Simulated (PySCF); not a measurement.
C$_{3}$H$_{9}$BGe

Input

```
{"job": {"kind": "uv", "xc": "PBE0", "basis": "def2-SVPD", "nstates": 8, "ntriplets": 3}, "charge": 0, "multiplicity": 1}
B     -1.857429    -1.191382     0.637665
C     -1.175021    -0.237061    -0.408876
C     -0.583148     1.008881     0.151172
C      0.719659     1.242510     0.253296
Ge     2.125238     0.034036    -0.326846
H     -2.204307    -2.251419     0.286985
H     -2.039499    -0.850681     1.740513
H     -1.947443     0.028989    -1.140693
H     -0.408071    -0.783785    -0.969695
H     -1.297804     1.738162     0.519109
H      1.046621     2.170862     0.705153
H      2.039592    -1.315475     0.317171
H      3.460687     0.609446     0.020150
H      2.120245    -0.203554    -1.807270
```

Launched as:

```sh
OMP_NUM_THREADS=1 python probes_run.py task.json out
```

Geometry: GFN2-xTB.

All numbers below come from PBE0/def2-SVPD, SCF density, gas phase in PySCF.

Question: What can the converged electron density and electron localisation function tell about the bonding?

Answer: C–C (1.33 Å): the density is about 2.3 e/Å³ at the midpoint; the ELF peaks at about 0.95 between the atoms; a multiple bond.
C–Ge (1.94 Å): ρ is about 0.89 e/Å³ halfway; the ELF peaks at about 0.95 in the valence shell of C, 0.7 Å from its nucleus, and is about 0.70 at the midpoint.
C–H (1.08 Å): the density is about 2 e/Å³ at the midpoint; the ELF climbs to about 1 towards the hydrogen, as it does in any bond to H: an ordinary covalent bond to hydrogen.
C–C (1.49 Å): ρ is about 1.8 e/Å³ halfway; the ELF peaks at about 0.95 between the atoms, as expected for a shared electron pair.

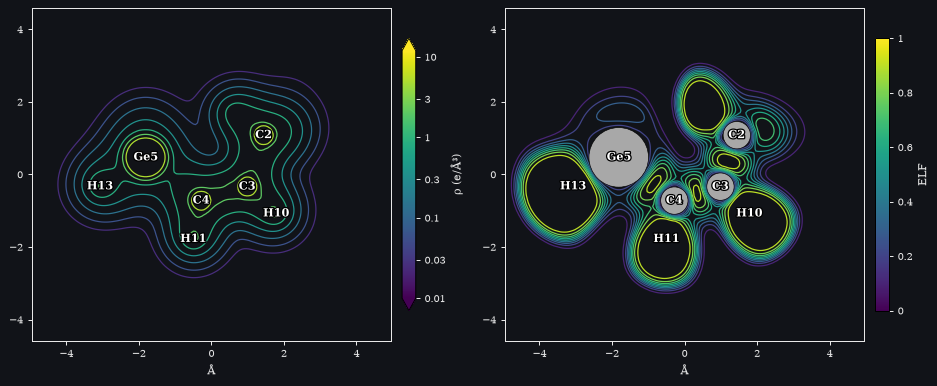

Computed electron density and electron localisation function on the plane of atoms C3, C4 and Ge5, in this order. Grey discs cover the atomic cores in the ELF map. 
